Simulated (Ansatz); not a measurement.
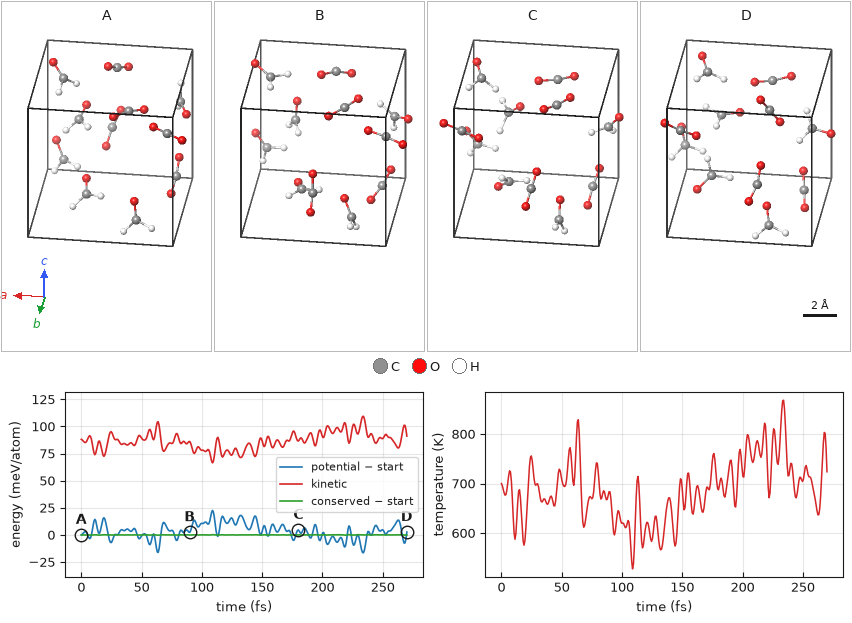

Molecular dynamics of a periodic cell with 5 CO2 + 6 H2CO at 0.955 g/cm³, 270 fs long. It starts from the last geometry of an earlier run, with fresh velocities. Frames (A at 0 fs, B at 90 fs, C at 180 fs, D at 270 fs) and the history of the run. The picture is a ball-and-stick view of the simulation cell, seen from a free direction. Atoms that leave the cell re-enter on the other side.

These are results of DFT LDA, scalar-relativistic, plane waves, PAW in Ansatz 0.2.0, not measurements. Run with plane-wave cutoff 420 eV; k-point mesh 1 × 1 × 1; Fermi-Dirac smearing 0.05 eV; low-accuracy preset; Nosé-Hoover thermostat (NVT); set temperature 700 K; time step 0.75 fs; H given the mass 2.014 u; thermostat time 200.0 fs.

Input
```yaml
accuracy: low
crystal:
  lattice:
    - [8.862095, 0.0, 0.0]
    - [0.0, 8.862095, 0.0]
    - [0.0, 0.0, 8.862095]
  atoms:
    - { symbol: C, position: [0.03642274, 0.51279758, 0.28291501] }
    - { symbol: O, position: [0.06059776, 0.60549131, 0.19424587] }
    - { symbol: O, position: [0.02786837, 0.4321601, 0.38814023] }
    - { symbol: C, position: [0.05769729, 0.81770497, 0.77258036] }
    - { symbol: O, position: [0.16457252, 0.73599387, 0.77307633] }
    - { symbol: O, position: [-0.05337926, 0.88583248, 0.76442767] }
    - { symbol: C, position: [0.54984139, -0.00396648, 0.35246673] }
    - { symbol: O, position: [0.49667876, -0.05568703, 0.46176051] }
    - { symbol: O, position: [0.58314477, 0.06266299, 0.23937268] }
    - { symbol: C, position: [0.36243177, 0.53593846, 0.77649926] }
    - { symbol: O, position: [0.26827245, 0.44732216, 0.74791003] }
    - { symbol: O, position: [0.45638914, 0.6272943, 0.77319368] }
    - { symbol: C, position: [0.4913427, 0.17915489, 0.91613746] }
    - { symbol: O, position: [0.53982601, 0.2810614, 0.97541481] }
    - { symbol: O, position: [0.42780093, 0.0683296, 0.86806931] }
    - { symbol: O, position: [0.2732022, 0.90833342, 0.28023691] }
    - { symbol: C, position: [0.25585857, 0.93846354, 0.15179946] }
    - { symbol: H, position: [0.34358114, 0.93394584, 0.05476819] }
    - { symbol: H, position: [0.14169991, 0.99172777, 0.12229011] }
    - { symbol: O, position: [0.65617333, 0.52608034, 0.22836872] }
    - { symbol: C, position: [0.63802585, 0.65617233, 0.17655705] }
    - { symbol: H, position: [0.72635413, 0.70208724, 0.09804241] }
    - { symbol: H, position: [0.52923973, 0.72351699, 0.20396058] }
    - { symbol: O, position: [0.70972431, 0.12711267, 0.58454316] }
    - { symbol: C, position: [0.74510921, 0.24624882, 0.53212577] }
    - { symbol: H, position: [0.66834915, 0.36215032, 0.53867092] }
    - { symbol: H, position: [0.83325695, 0.26364303, 0.45020766] }
    - { symbol: O, position: [0.91199882, 0.32925153, 1.00730419] }
    - { symbol: C, position: [0.83364435, 0.38374684, 0.91721193] }
    - { symbol: H, position: [0.85065484, 0.4963974, 0.86632313] }
    - { symbol: H, position: [0.75302751, 0.31960184, 0.84792277] }
    - { symbol: O, position: [0.93261466, 0.01973127, 0.23826472] }
    - { symbol: C, position: [0.87410213, 0.07464124, 0.12105818] }
    - { symbol: H, position: [0.7693276, 0.14373203, 0.10937524] }
    - { symbol: H, position: [0.94050167, 0.05490484, 0.01742029] }
    - { symbol: O, position: [-0.01130218, 0.35736011, 0.68366998] }
    - { symbol: C, position: [0.04540188, 0.2400739, 0.71479936] }
    - { symbol: H, position: [0.07157851, 0.15550549, 0.63475128] }
    - { symbol: H, position: [0.04666007, 0.19966623, 0.83890914] }
basis:
  ecutwfc: 420.0
kpoints:
  mp_grid: { grid: [1, 1, 1] }
hamiltonian:
  xc: lda
scf:
  occupations: { method: fermi_dirac, width: 0.05 }
  lower_state_search: "off"
md:
  timestep: 0.75
  n_steps: 360
  ensemble: nvt_nose_hoover
  temperature: 700.0
  initial_velocities: maxwell_boltzmann
  seed: 5731
  nose_hoover: { tau: 200.0, chain_length: 1 }
  masses: [{ species: H, mass: 2.014 }]
```

Run as
```bash
ansatz run input.yaml --threads 1 --pin off --max-ram 3072MiB --backend cpu --events-out ev --progress --plain --runs-dir out
```

Describe the run.

Answer. Root-mean-square distances from the starting positions over the second half, with the common drift of all atoms taken out: H 1.79 Å, O 1.15 Å, C 1.07 Å. The molecules turn and drift from their places. The mean temperature in the second half is 714 K (standard deviation 56 K). The potential energy in the second half lies on average 1.9 meV per atom above the first frame.

Limits of the set-up: the program's low-accuracy preset was used; masses were changed (H 2.014 u), which shifts the vibrations.
